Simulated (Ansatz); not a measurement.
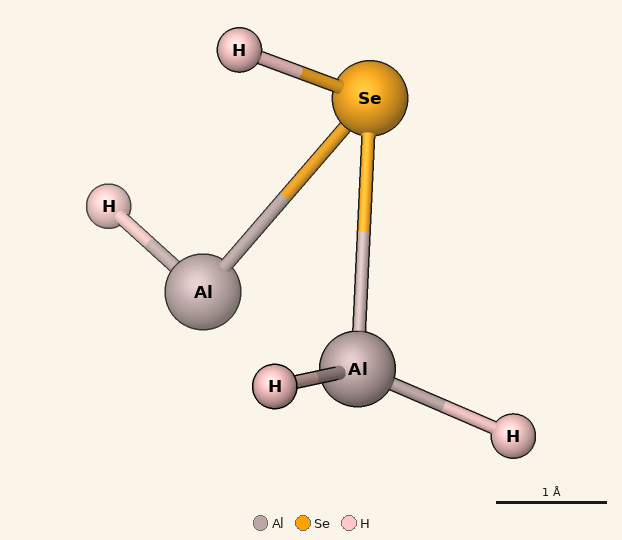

Depth is shown by fading: the farther an atom, the more it takes the colour of the background. The geometry was computed by an optimisation with PBE-D4/def2-SVP. No frequency run is at hand to confirm it as a minimum. Masses are those of the most abundant isotopes; constants are for the rigid equilibrium geometry.

> Classify the rotor and give the rotational constants (MHz).

An asymmetric top (C1): A = 4665, B = 2775, C = 1818 MHz. Ray's parameter κ is −0.33, nearer the prolate limit.
